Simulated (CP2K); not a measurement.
# C2F3N (cyanotrifluoromethane) at PBE0/cc-pVDZ

Aim: the energy change on altering one bond length of C2F3N (cyanotrifluoromethane) at PBE0/cc-pVDZ, from 2 runs. 

Program for the calculation: CP2K 2026.2.

2 further runs of the same task are left out: 2 that didn't finish.

## Step 1: Starting point

C2F3N has 6 atoms, charge 0, and is taken as a singlet. As SMILES, `N#CC(F)(F)F`. The coordinates come from a PBE0-D4/def2-TZVP relaxation.

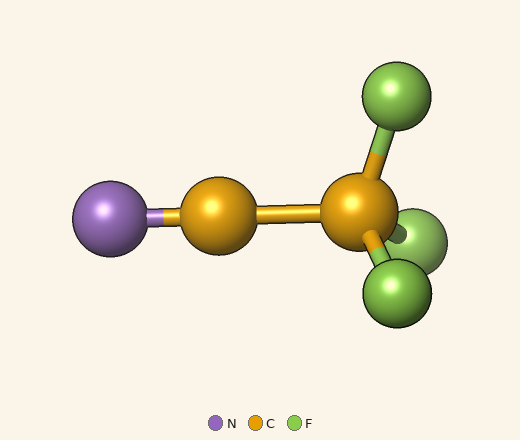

Viewed from a chosen angle; nitrogen purple, carbon amber, fluorine green.

## Step 2: A single-point energy at PBE0/cc-pVDZ

run.inp

```
&FORCE_EVAL
    METHOD QUICKSTEP
    &DFT
        BASIS_SET_FILE_NAME ./cc_pvdz.basis
        POTENTIAL_FILE_NAME POTENTIAL
        CHARGE 0
        MULTIPLICITY 1
        &QS
            METHOD GAPW
            EPS_DEFAULT 1.0E-10
        &END
        # real-space grids
        &MGRID
            CUTOFF 280
            REL_CUTOFF 50
            NGRIDS 4
        &END
        # no periodic images
        &POISSON
            PERIODIC NONE
            POISSON_SOLVER MULTIPOLE
        &END
        &SCF
            SCF_GUESS ATOMIC
            EPS_SCF 1.0E-06
            MAX_SCF 50
            &OT ON
                MINIMIZER DIIS
                PRECONDITIONER FULL_ALL
            &END
            &OUTER_SCF
                EPS_SCF 1.0E-06
                MAX_SCF 10
            &END
        &END
        &XC
            &XC_FUNCTIONAL
                &HYB_GGA_XC_PBEH
                &END
            &END
            # exact exchange
            &HF
                FRACTION 0.25
                &SCREENING
                    EPS_SCHWARZ 1.0E-10
                    SCREEN_ON_INITIAL_P F
                &END
                &INTERACTION_POTENTIAL
                    POTENTIAL_TYPE COULOMB
                &END
                &MEMORY
                    MAX_MEMORY 1050
                &END
            &END
        &END
        &PRINT
            &MOMENTS
                PERIODIC F
                REFERENCE COM
                MAX_MOMENT 1
            &END
            &MO_CUBES
                NLUMO 5
                NHOMO -1
                WRITE_CUBE F
            &END
            &LOWDIN ON
            &END
            &HIRSHFELD OFF
            &END
        &END
    &END
    # structure
    &SUBSYS
        # vacuum box
        &CELL
            ABC [angstrom] 9.3 9.9 9
            PERIODIC NONE
        &END
        &COORD
            UNIT bohr
            N      1.9314891    -3.2221720     1.6884703
            C      0.9187848    -1.5318120     0.7895276
            C     -0.3900395     0.6530893    -0.3726540
            F     -2.4868796    -0.1054467    -1.5161273
            F      1.0988757     1.7517761    -2.0626361
            F     -0.9924842     2.3334338     1.3863031
        &END
        &TOPOLOGY
            &CENTER_COORDINATES
            &END
        &END
        &KIND N
            BASIS_SET cc-pVDZ
            POTENTIAL ALL
            LEBEDEV_GRID 194
            RADIAL_GRID 100
        &END
        &KIND C
            BASIS_SET cc-pVDZ
            POTENTIAL ALL
            LEBEDEV_GRID 194
            RADIAL_GRID 100
        &END
        &KIND F
            BASIS_SET cc-pVDZ
            POTENTIAL ALL
            LEBEDEV_GRID 194
            RADIAL_GRID 100
        &END
    &END
&END

&GLOBAL
    PROJECT_NAME run
    RUN_TYPE ENERGY
    PRINT_LEVEL MEDIUM
&END
```

On the command line:

```console
$ OMP_NUM_THREADS=1 cp2k.psmp run.inp > run.out
```

The log of the run:

```text
CP2K| version string:                                       CP2K version 2026.2
[...]
 GLOBAL| Method name                                                        CP2K
[...]
 GLOBAL| Run type                                                         ENERGY
[...]
 DFT| Spin restricted Kohn-Sham (RKS) calculation                            RKS
 DFT| Multiplicity                                                             1
[...]
 DFT| Charge                                                                   0
[...]
 FUNCTIONAL| HYB_GGA_XC_PBEH:
[...]
 QS| Method:                                                                GAPW
[...]
 QS| Density cutoff [a.u.]:                                                140.0
[...]
 QS| Relative density cutoff [a.u.]:                                        25.0
[...]
                             - Atoms:                                          6
[...]
                             - Spherical basis functions:                     84
[...]
 Number of electrons:                                                         46
[...]
     1 OT DIIS     0.15E+00   11.3     0.29369333      -413.5676942750 -4.14E+02
[...]
     5 OT DIIS     0.15E+00    2.7     0.00000064      -430.0523464931 -4.21E-10
  *** SCF run converged in     5 steps ***
[...]
  Overlap energy of the core charge distribution:               0.00003424158552
  Self energy of the core charge distribution:               -419.71523903568158
  Core Hamiltonian energy:                                    -36.26526612013450
  Hartree energy:                                              63.70736640234888
  Exchange-correlation energy:                                -12.84725728009288
  Hartree-Fock Exchange energy:                               -11.77852530294403
[...]
                     Mulliken Population Analysis
 #  Atom  Element  Kind  Atomic population                           Net charge
       1     N        1          7.092310                             -0.092310
       2     C        2          6.081505                             -0.081505
       3     C        2          5.418302                              0.581698
       4     F        3          9.135878                             -0.135878
       5     F        3          9.136004                             -0.136004
       6     F        3          9.136001                             -0.136001
 # Total charge                             46.000000                 -0.000000
[...]
  Dipole moment [Debye]
    X= -0.6300788E+00 Y=  0.1048551E+01 Z= -0.5604051E+00  Total=      1.3455531
[...]
 WARNING : did not converge in ot_eigensolver
 number of iterations          299  exceeded maximum
 current gradient / target gradient   7.1628757868463948E-005  /    1.0000000000000001E-005
[...]
 HOMO - LUMO gap [eV] :   10.463328
 ENERGY| Total FORCE_EVAL ( QS ) energy [hartree]           -430.052346493139112
[...]
```

It took 2.4 min on 1 thread of Intel Xeon at 2.70GHz, shared host; peak memory 0.56 GiB.

## Step 3: The distorted shape at the same level

molecule.inp

```
&global
 project_name molecule
 run_type ENERGY
 print_level MEDIUM
&end

&force_eval
 method QUICKSTEP
 &dft
  basis_set_file_name ./cc_pvdz.basis
  potential_file_name POTENTIAL
  &qs
   method GAPW
   eps_default 1.0E-10
  &end
  &mgrid
   cutoff 280
   rel_cutoff 50
   ngrids 4
  &end
  &poisson
   periodic NONE
   poisson_solver MULTIPOLE
  &end
  &scf
   scf_guess ATOMIC
   eps_scf 1.0E-07
   max_scf 40
   &ot
    minimizer CG
    preconditioner FULL_SINGLE_INVERSE
   &end
   &outer_scf
    eps_scf 1.0E-07
    max_scf 10
   &end
  &end
  &xc
   &xc_functional
    &hyb_gga_xc_pbeh
    &end
   &end
   &hf
    fraction 0.25
    &screening
     eps_schwarz 1.0E-10
    &end
    &memory
     max_memory 1050
    &end
   &end
  &end
  &print
   &moments
    periodic F
    reference COM
    max_moment 1
   &end
   &mo_cubes
    nlumo 3
    nhomo -1
    write_cube F
   &end
   &lowdin ON
   &end
   &hirshfeld OFF
   &end
  &end
 &end
 &subsys
  &cell
   abc 9.5 10.1 9.7
   periodic NONE
  &end
  &coord
   N      5.824193     3.501392     6.200217
   C      5.288293     4.395892     5.724517
   C      4.595693     5.552092     5.109517
   F      3.486093     5.150692     4.504417
   F      6.013907     6.598608     3.499783
   F      4.276893     6.441292     6.040317
  &end
  &kind N
   basis_set cc-pVDZ
   potential ALL
   lebedev_grid 194
   radial_grid 100
  &end
  &kind C
   basis_set cc-pVDZ
   potential ALL
   lebedev_grid 194
   radial_grid 100
  &end
  &kind F
   basis_set cc-pVDZ
   potential ALL
   lebedev_grid 194
   radial_grid 100
  &end
 &end
&end
```

On the command line:

```console
$ OMP_NUM_THREADS=1 cp2k.psmp -i molecule.inp > molecule.out 2>&1
```

The log of the run:

```text
CP2K| version string:                                       CP2K version 2026.2
[...]
 GLOBAL| Method name                                                        CP2K
[...]
 GLOBAL| Run type                                                         ENERGY
[...]
 DFT| Spin restricted Kohn-Sham (RKS) calculation                            RKS
 DFT| Multiplicity                                                             1
[...]
 DFT| Charge                                                                   0
[...]
 FUNCTIONAL| HYB_GGA_XC_PBEH:
[...]
 QS| Method:                                                                GAPW
[...]
 QS| Density cutoff [a.u.]:                                                140.0
[...]
 QS| Relative density cutoff [a.u.]:                                        25.0
[...]
                             - Atoms:                                          6
[...]
                             - Spherical basis functions:                     84
[...]
 Number of electrons:                                                         46
[...]
     1 OT CG       0.80E-01   13.1     0.50838753      -413.6486821167 -4.14E+02
[...]
     9 OT CG       0.39E-02    2.1     0.00000008      -429.8762512748 -1.71E-13
  *** SCF run converged in     9 steps ***
[...]
  Overlap energy of the core charge distribution:               0.00003421695724
  Self energy of the core charge distribution:               -419.71523903568158
  Core Hamiltonian energy:                                    -36.95875459214329
  Hartree energy:                                              64.36105156242334
  Exchange-correlation energy:                                -12.72073933874455
  Hartree-Fock Exchange energy:                               -11.69699786418780
[...]
                     Mulliken Population Analysis
 #  Atom  Element  Kind  Atomic population                           Net charge
       1     N        1          7.059483                             -0.059483
       2     C        2          5.952910                              0.047090
       3     C        2          5.548923                              0.451077
       4     F        3          9.065417                             -0.065417
       5     F        3          9.307701                             -0.307701
       6     F        3          9.065566                             -0.065566
 # Total charge                             46.000000                 -0.000000
[...]
  Dipole moment [Debye]
    X= -0.2470190E+01 Y= -0.6873362E+00 Z=  0.1848088E+01  Total=      3.1606484
[...]
 HOMO - LUMO gap [eV] :    3.836169
 ENERGY| Total FORCE_EVAL ( QS ) energy [hartree]           -429.876251274770254
[...]
```

Wall time 7.7 min (1 thread of Intel Xeon at 2.70GHz, shared host); peak memory 0.61 GiB.

## Step 4: Results

Level: PBE0/cc-pVDZ.

| quantity | value |
| --- | --- |
| first shape: total energy | -430.05235 Eh |
| first shape: dipole moment | 1.35 D |
| first shape: HOMO energy | -10.92 eV |
| first shape: LUMO energy | -0.46 eV |
| first shape: HOMO–LUMO gap | 10.46 eV |
| distorted shape: total energy | -429.87625 Eh |
| distorted shape: dipole moment | 3.16 D |
| distorted shape: HOMO energy | -9.41 eV |
| distorted shape: LUMO energy | -5.57 eV |
| distorted shape: HOMO–LUMO gap | 3.84 eV |
| energy change with the C3–F5 bond stretched from 1.326 to 2.387 Å | 4.792 eV |

In words: One bond (distorted shape) is far stretched, which a spin-restricted single reference describes badly; a broken-symmetry solution may lie lower. With the C3–F5 bond stretched from 1.326 to 2.387 Å the energy rises by 4.79 eV (462 kJ/mol). The first shape isn't relaxed at this level, so the change isn't measured from a minimum. A restricted reference can't describe the breaking bond well at this length.
